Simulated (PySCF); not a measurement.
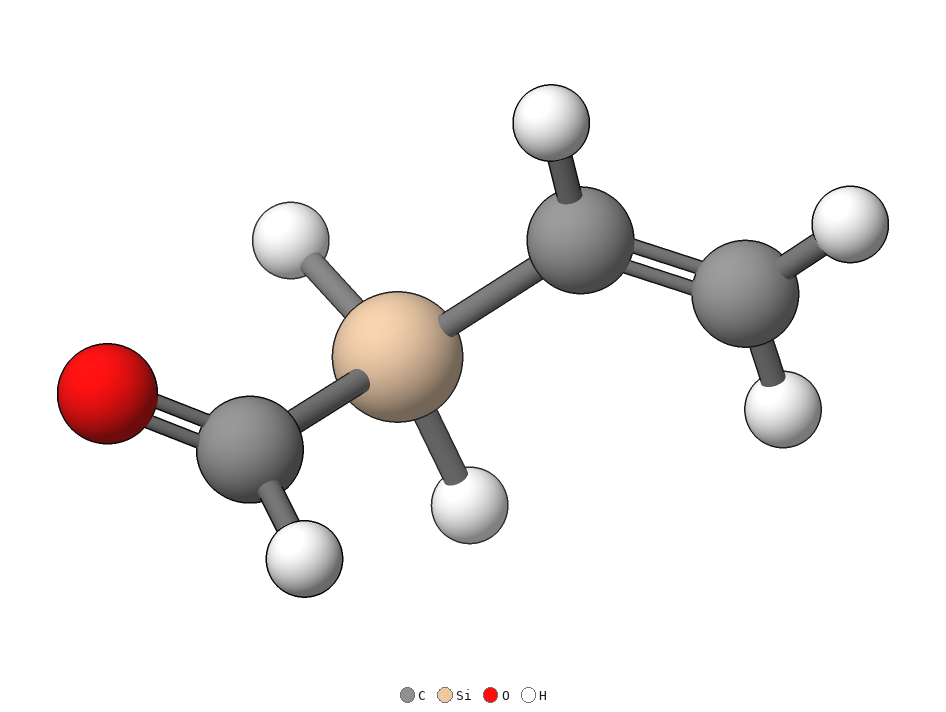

The picture shows a molecular structure as a ball-and-stick model. Double and triple bonds are drawn as two and three sticks.

**Give the formula.**

C3H6OSi, 11 atoms: 3 carbon, 6 hydrogen, 1 oxygen and 1 silicon.

**Which point group does it belong to?**

C1.

**Give a SMILES string for it.**

C=C[SiH2]C=O

**Does it have rings?**

It has no ring.

The parts below concern this one geometry. Atoms keep their numbers from picture to picture. The geometry was computed by an optimisation with PBE0-D3(BJ)/def2-SVP. No frequency run is at hand to confirm it as a minimum.

Geometry

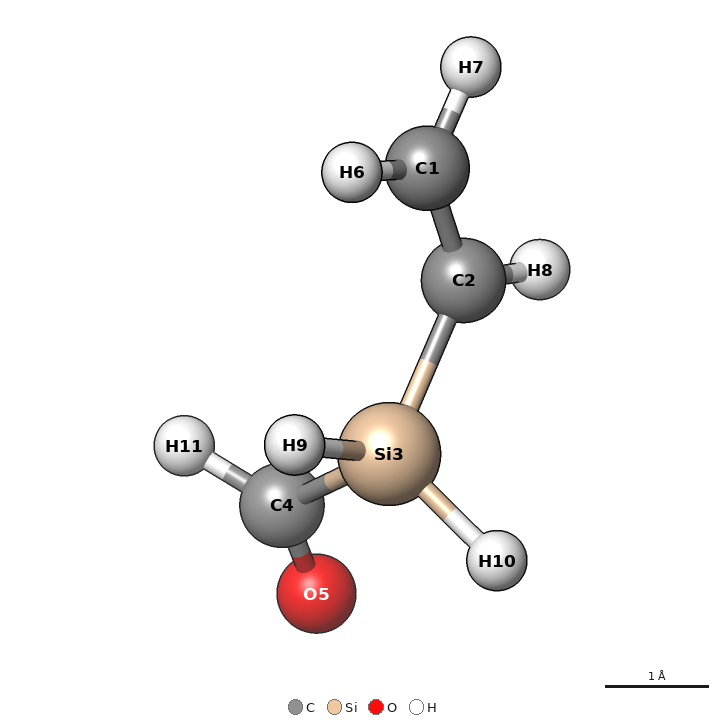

Atoms carry their numbers in the input. No frequency run is at hand to confirm it as a minimum.

Give the bond lengths.

| bond | length (Å) | order |
| --- | --- | --- |
| C1–C2 | 1.339 | double |
| C1–H6 | 1.096 | single |
| C1–H7 | 1.095 | single |
| C2–Si3 | 1.867 | single |
| C2–H8 | 1.098 | single |
| Si3–C4 | 1.936 | single |
| Si3–H9 | 1.497 | single |
| Si3–H10 | 1.491 | single |
| C4–O5 | 1.205 | double |
| C4–H11 | 1.130 | single |

Quadrupole coupling

No frequency run is at hand to confirm it as a minimum. Electric field gradients from the ground-state density, B3LYP/6-31G* (PySCF 2.14.0), non-relativistic apart from any core potentials.

Give the largest field-gradient component, the quadrupole coupling constant and the asymmetry for 17O at O5 (Q = −25.6 mb), 2H at H6 (Q = 2.86 mb), 2H at H7 (Q = 2.86 mb).

```
atom  V_zz (a.u.)  e²qQ/h (MHz)     η
  O5       −2.052         12.34  0.58
  H6        0.283         0.190  0.05
  H7        0.285         0.192  0.04
```

Electronic properties

No frequency run is at hand to confirm it as a minimum. Method: B3LYP/6-31G*, gas phase (PySCF 2.14.0).

**Give the LUMO energy (Kohn–Sham orbital) at this level.**

−1.46 eV.

**What is the dipole moment?**

2.69 D.

**Give the HOMO energy (Kohn–Sham orbital) at this level.**

−6.38 eV.

Spin–spin coupling

No frequency run is at hand to confirm it as a minimum. Properties computed with B3LYP/6-31G* indirect spin-spin coupling, non-relativistic, gas phase (PySCF 2.14.0). Isotopes: 13C, 1H, 17O, 29Si.

Give the spin–spin coupling constants of these pairs, with the number of bonds between them: C2/Si3, Si3/H10, Si3/C4, Si3/H9, C1/Si3, Si3/H8, Si3/O5, Si3/H11, Si3/H7, Si3/H6.

```tsv
pair	bonds apart	J (Hz)
C2, Si3	1	−66.5
Si3, H10	1	−193.4
Si3, C4	1	−63.7
Si3, H9	1	−174.5
C1, Si3	2	0.8
Si3, H8	2	−8.0
Si3, O5	2	6.3
Si3, H11	2	−45.7
Si3, H7	3	−15.1
Si3, H6	3	−8.9
```
